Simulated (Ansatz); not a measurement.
**Run report: InH5O3, molecular dynamics (part 3 of 5)**

InH5O3; RKS r2SCAN/def2-SVP (Ansatz 0.2.0). It belongs to a series of runs on one base structure; here: dynamics from the highest image of the converged band.

Geometry of the input (Å):
```
In 0.0525  -0.8185  -1.6458
H  -0.4828  -0.7528  0.7526
O  0.1437  1.6278  -0.7597
O  -1.4354  -0.7692  0.3909
H  -0.0866  1.2003  0.0835
O  1.0329  -0.6286  0.3207
H  1.1116  1.6023  -0.6818
H  -1.9857  -0.1606  0.9000
H  1.6498  -1.3006  0.6397
```

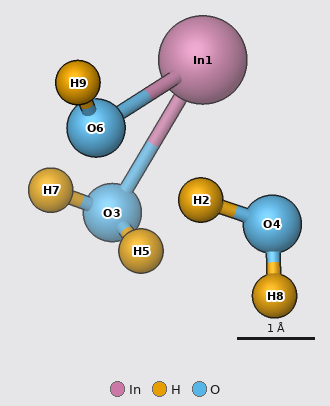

Figure 1. The geometry at step 49 of the log (ball-and-stick view, seen at a tilt; atoms are numbered from 1 in the order of the input).

Trajectory as extended XYZ, continued:
```
9
Properties=species:S:1:pos:R:3:forces:R:3 step=15 time_fs=7.5 energy=-11391.85727 temperature=200.5
In    0.0570   -0.8146   -1.6538    0.0701  -0.0532   0.2794
H    -0.5699   -0.8600    0.7863    0.8916   0.1112   0.1944
O     0.1209    1.5916   -0.7648    0.6987  -0.3715   0.1387
O    -1.4747   -0.7406    0.4208   -0.4084  -0.3908  -0.5413
H    -0.1141    1.1527    0.0724   -0.2954   0.0690   0.0751
O     1.0693   -0.6213    0.3471   -0.3426  -0.1645  -0.4347
H     1.0808    1.3865   -0.7015   -0.2744   0.3593  -0.0656
H    -1.9297   -0.1601    1.0258   -0.4363   0.3840   0.3401
H     1.6270   -1.3675    0.6063    0.0967   0.0564   0.0139
9
Properties=species:S:1:pos:R:3:forces:R:3 step=17 time_fs=8.5 energy=-11391.84665 temperature=188.8
In    0.0576   -0.8141   -1.6548    0.0858  -0.0687   0.3014
H    -0.5812   -0.8665    0.7823    1.1827   0.0715   0.3401
O     0.1193    1.5859   -0.7648    0.3318  -0.3101   0.1026
O    -1.4792   -0.7373    0.4248   -0.9292  -0.0476  -0.3611
H    -0.1310    1.1496    0.0706   -0.2029   0.0980   0.0153
O     1.0736   -0.6207    0.3500   -0.3808  -0.1764  -0.4974
H     1.0705    1.3700   -0.7104    0.0093   0.2954   0.0429
H    -1.9295   -0.1553    1.0460   -0.1978   0.0848   0.0375
H     1.6261   -1.3732    0.6017    0.1010   0.0530   0.0188
9
Properties=species:S:1:pos:R:3:forces:R:3 step=20 time_fs=10.0 energy=-11391.84013 temperature=181.4
In    0.0586   -0.8134   -1.6562    0.0804  -0.0890   0.3275
H    -0.5776   -0.8748    0.7821    0.7988   0.1593   0.2001
O     0.1172    1.5770   -0.7647   -0.2582  -0.1839   0.0536
O    -1.4871   -0.7324    0.4307   -0.8378   0.3282   0.2444
H    -0.1595    1.1469    0.0679   -0.0416   0.1368  -0.0965
O     1.0795   -0.6201    0.3537   -0.4285  -0.2371  -0.5302
H     1.0562    1.3502   -0.7226    0.4405   0.1725   0.2147
H    -1.9319   -0.1476    1.0759    0.1613  -0.3605  -0.4317
H     1.6265   -1.3808    0.5951    0.0851   0.0736   0.0181
9
Properties=species:S:1:pos:R:3:forces:R:3 step=22 time_fs=11.0 energy=-11391.83621 temperature=177.1
In    0.0592   -0.8129   -1.6571    0.0624  -0.0994   0.3395
H    -0.5651   -0.8785    0.7846    0.2129   0.2828  -0.0384
O     0.1157    1.5708   -0.7646   -0.4378  -0.1074  -0.0204
O    -1.4931   -0.7290    0.4347   -0.2630   0.3233   0.5726
H    -0.1793    1.1466    0.0651    0.0545   0.1314  -0.1258
O     1.0831   -0.6199    0.3559   -0.4597  -0.2905  -0.5225
H     1.0513    1.3393   -0.7284    0.5182   0.1266   0.3211
H    -1.9321   -0.1462    1.0914    0.2449  -0.4610  -0.5426
H     1.6279   -1.3851    0.5910    0.0676   0.0943   0.0164
9
Properties=species:S:1:pos:R:3:forces:R:3 step=24 time_fs=12.0 energy=-11391.82861 temperature=168.7
In    0.0598   -0.8124   -1.6580    0.0418  -0.1076   0.3470
H    -0.5505   -0.8796    0.7867   -0.3300   0.3942  -0.2592
O     0.1139    1.5647   -0.7644   -0.3562  -0.0542  -0.1446
O    -1.4991   -0.7253    0.4390    0.4349   0.1286   0.6588
H    -0.1986    1.1476    0.0612    0.1237   0.0924  -0.0927
O     1.0864   -0.6198    0.3577   -0.4947  -0.3338  -0.5090
H     1.0512    1.3297   -0.7311    0.3576   0.1331   0.4138
H    -1.9300   -0.1490    1.1017    0.1705  -0.3609  -0.4318
H     1.6299   -1.3884    0.5870    0.0524   0.1081   0.0177
9
Properties=species:S:1:pos:R:3:forces:R:3 step=27 time_fs=13.5 energy=-11391.81199 temperature=150.5
In    0.0608   -0.8117   -1.6593    0.0245  -0.1178   0.3503
H    -0.5354   -0.8740    0.7849   -0.7826   0.4633  -0.4198
O     0.1109    1.5554   -0.7645    0.0557  -0.0028  -0.3794
O    -1.5076   -0.7197    0.4462    1.3040  -0.3415   0.3277
H    -0.2252    1.1505    0.0539    0.1672  -0.0026   0.0428
O     1.0908   -0.6202    0.3598   -0.5516  -0.3490  -0.5115
H     1.0564    1.3177   -0.7276   -0.1155   0.1984   0.5147
H    -1.9246   -0.1589    1.1106   -0.1444   0.0504   0.0465
H     1.6338   -1.3915    0.5814    0.0427   0.1017   0.0287
9
Properties=species:S:1:pos:R:3:forces:R:3 step=29 time_fs=14.5 energy=-11391.80627 temperature=144.3
In    0.0614   -0.8113   -1.6601    0.0303  -0.1249   0.3479
H    -0.5342   -0.8648    0.7789   -0.8100   0.4310  -0.3903
O     0.1089    1.5491   -0.7648    0.2903   0.0295  -0.4999
O    -1.5124   -0.7162    0.4513    1.5694  -0.5775  -0.0001
H    -0.2410    1.1525    0.0493    0.1669  -0.0551   0.1307
O     1.0934   -0.6206    0.3608   -0.5846  -0.3213  -0.5404
H     1.0592    1.3120   -0.7192   -0.3614   0.2278   0.5484
H    -1.9222   -0.1654    1.1164   -0.3449   0.3099   0.3631
H     1.6370   -1.3923    0.5780    0.0440   0.0806   0.0407
9
Properties=species:S:1:pos:R:3:forces:R:3 step=32 time_fs=16.0 energy=-11391.82502 temperature=164.8
In    0.0624   -0.8106   -1.6613    0.0665  -0.1372   0.3396
H    -0.5460   -0.8435    0.7634   -0.4446   0.2839  -0.1582
O     0.1062    1.5399   -0.7657    0.3164   0.0776  -0.5242
O    -1.5178   -0.7115    0.4589    1.2244  -0.4796  -0.1998
H    -0.2617    1.1546    0.0449    0.1531  -0.0672   0.1568
O     1.0965   -0.6217    0.3618   -0.6115  -0.2455  -0.6177
H     1.0568    1.3075   -0.6968   -0.3893   0.2000   0.5474
H    -1.9249   -0.1697    1.1316   -0.3607   0.3235   0.3980
H     1.6425   -1.3922    0.5736    0.0456   0.0445   0.0581
9
Properties=species:S:1:pos:R:3:forces:R:3 step=34 time_fs=17.0 energy=-11391.84363 temperature=185.1
In    0.0630   -0.8102   -1.6620    0.1021  -0.1459   0.3326
H    -0.5598   -0.8258    0.7508    0.0414   0.1491   0.0835
O     0.1046    1.5337   -0.7668    0.1211   0.1021  -0.4344
O    -1.5204   -0.7088    0.4639    0.5323  -0.1338  -0.0910
H    -0.2737    1.1552    0.0438    0.1392  -0.0296   0.0925
O     1.0982   -0.6226    0.3619   -0.6113  -0.1930  -0.6748
H     1.0506    1.3069   -0.6753   -0.1899   0.1395   0.5207
H    -1.9310   -0.1686    1.1466   -0.1734   0.0804   0.1055
H     1.6467   -1.3915    0.5713    0.0385   0.0311   0.0654
9
Properties=species:S:1:pos:R:3:forces:R:3 step=37 time_fs=18.5 energy=-11391.84834 temperature=190.6
In    0.0640   -0.8095   -1.6631    0.1520  -0.1565   0.3204
H    -0.5779   -0.7968    0.7342    0.8226  -0.0287   0.4238
O     0.1024    1.5246   -0.7688   -0.2129   0.1107  -0.2256
O    -1.5240   -0.7048    0.4712   -0.5879   0.3881   0.1398
H    -0.2893    1.1557    0.0435    0.0820   0.0503  -0.0510
O     1.1000   -0.6241    0.3614   -0.5925  -0.1351  -0.7341
H     1.0388    1.3084   -0.6339    0.1832   0.0469   0.4487
H    -1.9425   -0.1664    1.1697    0.1428  -0.3116  -0.3904
H     1.6536   -1.3899    0.5691    0.0107   0.0359   0.0685
9
Properties=species:S:1:pos:R:3:forces:R:3 step=39 time_fs=19.5 energy=-11391.85126 temperature=194.1
In    0.0647   -0.8091   -1.6637    0.1718  -0.1597   0.3103
H    -0.5813   -0.7776    0.7277    1.0189  -0.0923   0.5167
O     0.1008    1.5187   -0.7704   -0.2407   0.0868  -0.0791
O    -1.5267   -0.7019    0.4762   -0.8620   0.5203   0.2072
H    -0.2986    1.1565    0.0429    0.0003   0.0876  -0.1204
O     1.1007   -0.6252    0.3605   -0.5776  -0.1093  -0.7437
H     1.0325    1.3100   -0.6008    0.2757   0.0254   0.3624
H    -1.9490   -0.1682    1.1812    0.2280  -0.4076  -0.5219
H     1.6584   -1.3884    0.5685   -0.0144   0.0486   0.0685
9
Properties=species:S:1:pos:R:3:forces:R:3 step=41 time_fs=20.5 energy=-11391.86833 temperature=212.6
In    0.0654   -0.8088   -1.6644    0.1771  -0.1592   0.2986
H    -0.5753   -0.7593    0.7261    0.7847  -0.1169   0.4629
O     0.0990    1.5127   -0.7720   -0.0319   0.0434   0.0696
O    -1.5299   -0.6987    0.4813   -0.5323   0.4370   0.1655
H    -0.3079    1.1582    0.0412   -0.1172   0.0990  -0.1453
O     1.1011   -0.6264    0.3591   -0.5691  -0.0848  -0.7284
H     1.0287    1.3119   -0.5643    0.1623   0.0454   0.2253
H    -1.9533   -0.1737    1.1878    0.1645  -0.3225  -0.4187
H     1.6631   -1.3865    0.5685   -0.0381   0.0585   0.0705
9
Properties=species:S:1:pos:R:3:forces:R:3 step=44 time_fs=22.0 energy=-11391.88828 temperature=234.3
In    0.0665   -0.8082   -1.6653    0.1650  -0.1544   0.2814
H    -0.5539   -0.7339    0.7314   -0.0275  -0.1421   0.2271
O     0.0964    1.5039   -0.7743    0.5211  -0.0149   0.3095
O    -1.5351   -0.6935    0.4891    0.6682   0.0704  -0.1078
H    -0.3245    1.1624    0.0360   -0.3210   0.0782  -0.1269
O     1.1010   -0.6283    0.3563   -0.5765  -0.0357  -0.6731
H     1.0251    1.3158   -0.5061   -0.2279   0.1028  -0.0603
H    -1.9576   -0.1870    1.1913   -0.1404   0.0420   0.0696
H     1.6693   -1.3825    0.5698   -0.0610   0.0537   0.0806
9
Properties=species:S:1:pos:R:3:forces:R:3 step=46 time_fs=23.0 energy=-11391.88136 temperature=227.0
In    0.0672   -0.8079   -1.6659    0.1545  -0.1514   0.2739
H    -0.5388   -0.7187    0.7380   -0.5218  -0.1721   0.0733
O     0.0951    1.4980   -0.7756    0.8177  -0.0236   0.4736
O    -1.5382   -0.6899    0.4942    1.4230  -0.1404  -0.3014
H    -0.3390    1.1661    0.0310   -0.4343   0.0593  -0.1233
O     1.1006   -0.6296    0.3539   -0.5911   0.0050  -0.6286
H     1.0205    1.3195   -0.4676   -0.4404   0.1172  -0.2495
H    -1.9616   -0.1959    1.1938   -0.3411   0.2688   0.3920
H     1.6728   -1.3792    0.5716   -0.0665   0.0373   0.0902
9
Properties=species:S:1:pos:R:3:forces:R:3 step=49 time_fs=24.5 energy=-11391.87512 temperature=220.4
In    0.0683   -0.8074   -1.6667    0.1548  -0.1519   0.2728
H    -0.5263   -0.6990    0.7489   -0.8983  -0.2232  -0.0564
O     0.0939    1.4891   -0.7770    0.8737   0.0169   0.6831
O    -1.5411   -0.6846    0.5016    1.8635  -0.1019  -0.2263
H    -0.3689    1.1729    0.0212   -0.5048   0.0546  -0.1996
O     1.0992   -0.6316    0.3496   -0.6042   0.0569  -0.5711
H     1.0057    1.3270   -0.4147   -0.4678   0.0699  -0.4163
H    -1.9739   -0.2043    1.2045   -0.3492   0.2697   0.4143
H     1.6768   -1.3737    0.5760   -0.0676   0.0091   0.0995
9
Properties=species:S:1:pos:R:3:forces:R:3 step=51 time_fs=25.5 energy=-11391.88902 temperature=235.6
In    0.0691   -0.8070   -1.6673    0.1717  -0.1570   0.2791
H    -0.5282   -0.6885    0.7557   -0.8823  -0.2470  -0.0618
O     0.0938    1.4832   -0.7775    0.6206   0.0743   0.7559
O    -1.5417   -0.6812    0.5063    1.6391   0.1445   0.0802
H    -0.3947    1.1780    0.0123   -0.4679   0.0695  -0.3041
O     1.0978   -0.6328    0.3463   -0.5935   0.0714  -0.5438
H     0.9902    1.3330   -0.3842   -0.2767  -0.0034  -0.4053
H    -1.9863   -0.2067    1.2167   -0.1408   0.0485   0.1034
H     1.6787   -1.3699    0.5801   -0.0702  -0.0008   0.0964
9
Properties=species:S:1:pos:R:3:forces:R:3 step=54 time_fs=27.0 energy=-11391.91852 temperature=268.0
In    0.0703   -0.8066   -1.6680    0.2191  -0.1705   0.2957
H    -0.5460   -0.6772    0.7651   -0.4585  -0.2549   0.0489
O     0.0943    1.4744   -0.7773   -0.0189   0.1945   0.7014
O    -1.5409   -0.6759    0.5136    0.7966   0.5226   0.4905
H    -0.4415    1.1870   -0.0068   -0.3059   0.0966  -0.4643
O     1.0951   -0.6346    0.3407   -0.5426   0.0562  -0.5149
H     0.9631    1.3415   -0.3452    0.1668  -0.1449  -0.2162
H    -2.0065   -0.2103    1.2356    0.2248  -0.3038  -0.4158
H     1.6802   -1.3641    0.5879   -0.0814   0.0042   0.0746
9
Properties=species:S:1:pos:R:3:forces:R:3 step=56 time_fs=28.0 energy=-11391.93372 temperature=284.8
In    0.0711   -0.8063   -1.6685    0.2561  -0.1812   0.3083
H    -0.5640   -0.6727    0.7717    0.0587  -0.2432   0.1847
O     0.0946    1.4687   -0.7766   -0.4057   0.2847   0.5718
O    -1.5397   -0.6720    0.5187    0.1099   0.6241   0.4961
H    -0.4766    1.1941   -0.0248   -0.1621   0.1012  -0.5140
O     1.0929   -0.6357    0.3366   -0.4942   0.0308  -0.4953
H     0.9463    1.3457   -0.3222    0.3879  -0.2350  -0.0493
H    -2.0178   -0.2158    1.2440    0.3394  -0.3957  -0.5545
H     1.6803   -1.3602    0.5940   -0.0900   0.0144   0.0521
9
Properties=species:S:1:pos:R:3:forces:R:3 step=59 time_fs=29.5 energy=-11391.95093 temperature=303.9
In    0.0723   -0.8059   -1.6691    0.2983  -0.1943   0.3221
H    -0.5881   -0.6702    0.7854    0.8598  -0.2141   0.3769
O     0.0947    1.4605   -0.7750   -0.5841   0.4107   0.3568
O    -1.5378   -0.6654    0.5270   -0.6219   0.4875   0.0421
H    -0.5317    1.2066   -0.0609    0.0343   0.0719  -0.4429
O     1.0890   -0.6374    0.3299   -0.4242  -0.0048  -0.4480
H     0.9280    1.3476   -0.2881    0.3357  -0.3305   0.0819
H    -2.0290   -0.2308    1.2471    0.1953  -0.2478  -0.3079
H     1.6787   -1.3541    0.6041   -0.0931   0.0212   0.0190
9
Properties=species:S:1:pos:R:3:forces:R:3 step=61 time_fs=30.5 energy=-11391.96308 temperature=317.3
In    0.0732   -0.8057   -1.6695    0.3074  -0.1993   0.3236
H    -0.5950   -0.6712    0.7988    1.0517  -0.1896   0.3917
O     0.0942    1.4553   -0.7737   -0.4168   0.4816   0.2484
O    -1.5370   -0.6607    0.5326   -0.5772   0.2658  -0.3968
H    -0.5683    1.2158   -0.0904    0.1227   0.0318  -0.3075
O     1.0860   -0.6386    0.3251   -0.3894  -0.0177  -0.3959
H     0.9199    1.3449   -0.2647    0.0565  -0.3659   0.0499
H    -2.0340   -0.2440    1.2451   -0.0704  -0.0204   0.0834
H     1.6766   -1.3498    0.6111   -0.0843   0.0138   0.0031
9
Properties=species:S:1:pos:R:3:forces:R:3 step=63 time_fs=31.5 energy=-11391.97590 temperature=331.4
In    0.0741   -0.8054   -1.6699    0.2986  -0.2018   0.3172
H    -0.5922   -0.6740    0.8158    0.8105  -0.1523   0.2653
O     0.0936    1.4504   -0.7721   -0.1554   0.5408   0.1601
O    -1.5364   -0.6557    0.5379   -0.0809   0.0519  -0.7039
H    -0.6037    1.2253   -0.1229    0.1764  -0.0143  -0.1398
O     1.0829   -0.6397    0.3200   -0.3656  -0.0227  -0.3238
H     0.9124    1.3389   -0.2407   -0.2808  -0.3873  -0.0319
H    -2.0396   -0.2574    1.2439   -0.3348   0.1872   0.4638
H     1.6737   -1.3454    0.6181   -0.0680  -0.0015  -0.0071
9
Properties=species:S:1:pos:R:3:forces:R:3 step=66 time_fs=33.0 energy=-11391.98994 temperature=346.9
In    0.0754   -0.8051   -1.6704    0.2603  -0.2049   0.2932
H    -0.5753   -0.6807    0.8454   -0.0021  -0.0601  -0.0867
O     0.0925    1.4437   -0.7697    0.0898   0.6059   0.0169
O    -1.5356   -0.6483    0.5452    0.7846  -0.0211  -0.5499
H    -0.6536    1.2391   -0.1736    0.2393  -0.0689   0.0790
O     1.0777   -0.6415    0.3121   -0.3393  -0.0299  -0.1837
H     0.8952    1.3227   -0.2056   -0.6141  -0.4106  -0.1053
H    -2.0541   -0.2740    1.2508   -0.3783   0.2142   0.5552
H     1.6681   -1.3388    0.6285   -0.0402  -0.0245  -0.0187
9
Properties=species:S:1:pos:R:3:forces:R:3 step=68 time_fs=34.0 energy=-11391.99227 temperature=349.5
In    0.0764   -0.8049   -1.6707    0.2290  -0.2100   0.2682
H    -0.5628   -0.6860    0.8645   -0.4904   0.0146  -0.3099
O     0.0918    1.4397   -0.7681    0.0341   0.6376  -0.1061
O    -1.5346   -0.6434    0.5496    1.0125   0.1106  -0.0797
H    -0.6841    1.2476   -0.2067    0.3007  -0.0846   0.1633
O     1.0740   -0.6426    0.3066   -0.3166  -0.0436  -0.0801
H     0.8769    1.3071   -0.1833   -0.6284  -0.4303  -0.0614
H    -2.0683   -0.2826    1.2619   -0.1137   0.0355   0.2356
H     1.6639   -1.3347    0.6352   -0.0272  -0.0297  -0.0299
9
Properties=species:S:1:pos:R:3:forces:R:3 step=71 time_fs=35.5 energy=-11391.98851 temperature=345.6
In    0.0778   -0.8047   -1.6712    0.1907  -0.2254   0.2178
H    -0.5536   -0.6935    0.8873   -0.8444   0.1107  -0.4911
O     0.0907    1.4344   -0.7658   -0.3075   0.6843  -0.3242
O    -1.5319   -0.6358    0.5562    0.8400   0.3382   0.6169
H    -0.7242    1.2589   -0.2534    0.4068  -0.0790   0.2038
O     1.0682   -0.6445    0.2984   -0.2616  -0.0762   0.0627
H     0.8387    1.2758   -0.1506   -0.3916  -0.4776   0.1277
H    -2.0905   -0.2954    1.2814    0.3875  -0.2575  -0.3578
H     1.6571   -1.3290    0.6447   -0.0199  -0.0174  -0.0558
9
Properties=species:S:1:pos:R:3:forces:R:3 step=73 time_fs=36.5 energy=-11391.99577 temperature=353.7
In    0.0788   -0.8045   -1.6714    0.1752  -0.2401   0.1752
H    -0.5571   -0.6973    0.8969   -0.7927   0.1455  -0.4776
O     0.0898    1.4314   -0.7645   -0.5260   0.7112  -0.4334
O    -1.5295   -0.6306    0.5610    0.5619   0.3935   0.7773
H    -0.7463    1.2654   -0.2822    0.4367  -0.0635   0.2035
O     1.0640   -0.6457    0.2930   -0.2132  -0.0956   0.1355
H     0.8082    1.2493   -0.1275   -0.1940  -0.5109   0.2453
H    -2.1014   -0.3067    1.2910    0.5697  -0.3380  -0.5508
H     1.6523   -1.3255    0.6504   -0.0177  -0.0022  -0.0749
9
Properties=species:S:1:pos:R:3:forces:R:3 step=76 time_fs=38.0 energy=-11392.03196 temperature=393.3
In    0.0803   -0.8044   -1.6718    0.1625  -0.2629   0.0968
H    -0.5755   -0.7004    0.9032   -0.2708   0.1319  -0.2508
O     0.0879    1.4276   -0.7630   -0.5255   0.6853  -0.3650
O    -1.5252   -0.6222    0.5690    0.0660   0.3081   0.3712
H    -0.7716    1.2741   -0.3217    0.3435  -0.0324   0.2008
O     1.0576   -0.6478    0.2849   -0.1415  -0.1001   0.2048
H     0.7592    1.2004   -0.0886   -0.0772  -0.5014   0.1884
H    -2.1077   -0.3294    1.2959    0.4467  -0.2415  -0.3545
H     1.6448   -1.3201    0.6575   -0.0037   0.0130  -0.0918
9
Properties=species:S:1:pos:R:3:forces:R:3 step=78 time_fs=39.0 energy=-11392.05044 temperature=413.4
In    0.0814   -0.8043   -1.6720    0.1532  -0.2755   0.0339
H    -0.5918   -0.7009    0.9040    0.3141   0.0776  -0.0019
O     0.0862    1.4256   -0.7623   -0.2936   0.5830  -0.1186
O    -1.5223   -0.6164    0.5747   -0.2720   0.1940  -0.2499
H    -0.7843    1.2795   -0.3456    0.1934  -0.0065   0.1981
O     1.0532   -0.6492    0.2797   -0.1072  -0.0817   0.2336
H     0.7255    1.1617   -0.0603   -0.1359  -0.4201  -0.0510
H    -2.1064   -0.3475    1.2947    0.1304  -0.0832   0.0450
H     1.6397   -1.3165    0.6612    0.0177   0.0124  -0.0890
9
Properties=species:S:1:pos:R:3:forces:R:3 step=80 time_fs=40.0 energy=-11392.04772 temperature=410.7
In    0.0824   -0.8042   -1.6723    0.1357  -0.2850  -0.0388
H    -0.6050   -0.7007    0.9048    0.8840   0.0080   0.2341
O     0.0843    1.4240   -0.7616   -0.0104   0.4091   0.2310
O    -1.5195   -0.6105    0.5802   -0.5402   0.1020  -0.8995
H    -0.7951    1.2849   -0.3676    0.0214   0.0265   0.1814
O     1.0488   -0.6506    0.2747   -0.0877  -0.0547   0.2635
H     0.6905    1.1191   -0.0326   -0.2181  -0.2770  -0.3789
H    -2.1039   -0.3665    1.2939   -0.2311   0.0661   0.4823
H     1.6349   -1.3127    0.6640    0.0464   0.0051  -0.0751
```
